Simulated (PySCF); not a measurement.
C$_{5}$H$_{8}$N$_{2}$Si

```xyz
16

C    -1.3945    1.3878    1.4906
C    -1.5292    0.4139    0.8062
C    -1.5879   -0.8197    0.0344
N    -0.3125   -1.5007   -0.1094
C     0.5990   -0.9381   -1.0908
Si    1.3107    0.8285   -0.8077
C     1.8071    0.8966    0.9901
N     2.1145    0.9070    2.0940
H    -1.3073    2.2504    2.0817
H    -2.2753   -1.5113    0.5368
H    -1.9797   -0.6139   -0.9677
H     0.1428   -1.5749    0.7956
H     0.0856   -0.9633   -2.0579
H     1.4326   -1.6434   -1.1692
H     0.3508    1.9044   -1.0423
H     2.5354    0.9855   -1.5957
```

Geometry: GFN2-xTB.

The calculation used PBE0/def2-SVPD, SCF density, gas phase in PySCF.

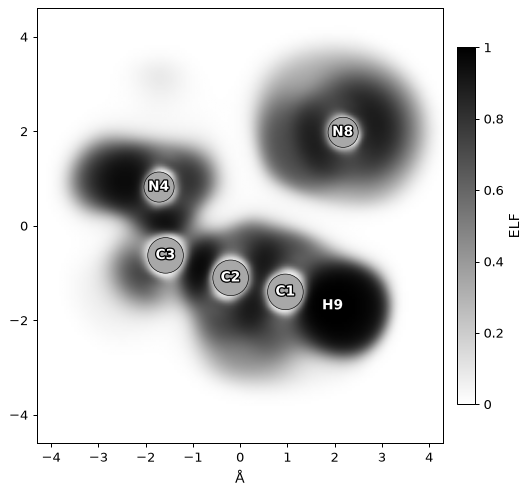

Figure 1. ELF on the plane of atoms C2, C3 and N4. Grey discs cover the atomic cores.

> Interpret the plot.

The plane passes through C, N and H nuclei.
C–C (1.20 Å): the ELF peaks at about 0.80 between the atoms (a short, multiple covalent bond).
C–H (1.05 Å): the ELF climbs to about 1 towards the hydrogen, as it does in any bond to H; a covalent bond by its length.
The ELF also peaks beside N4 and N8, away from the bonds: lone-pair regions.

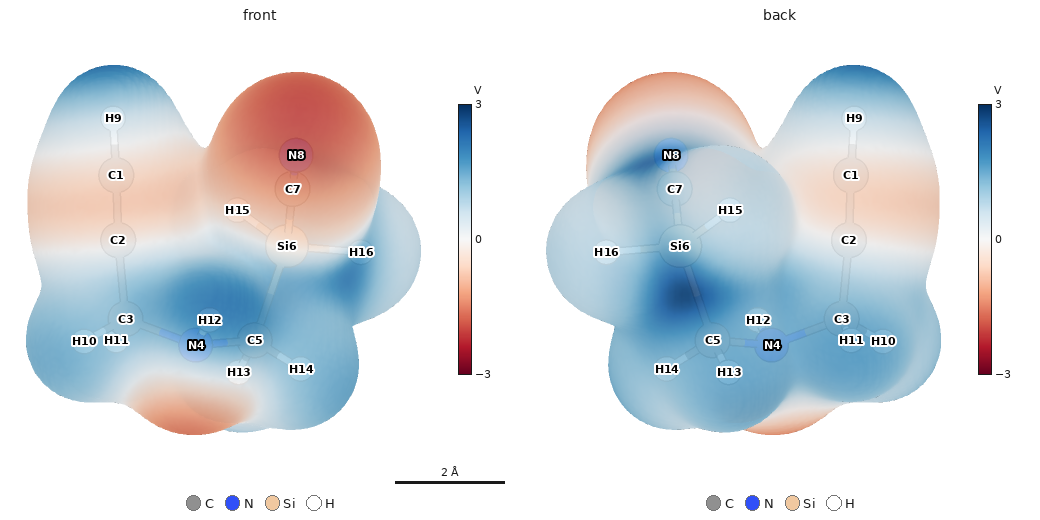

Figure 2. The molecular electrostatic potential painted on the density surface at 0.004 e/bohr³, seen from the front and from behind; the colour scale runs from red (negative) to blue (positive).

> Which sites attract a positive test charge, and which a negative one?

A positive charge is drawn to the negative regions and a negative charge to the positive ones. The most negative region (about −2.0 V, or −46 kcal/mol for a unit charge) lies over N8, the most positive (about +2.5 V, or +58 kcal/mol for a unit charge) over Si6. N8 is the likeliest acceptor of a hydrogen bond.

> What dipole moment does the calculation give?

Its dipole moment is 3.42 D.
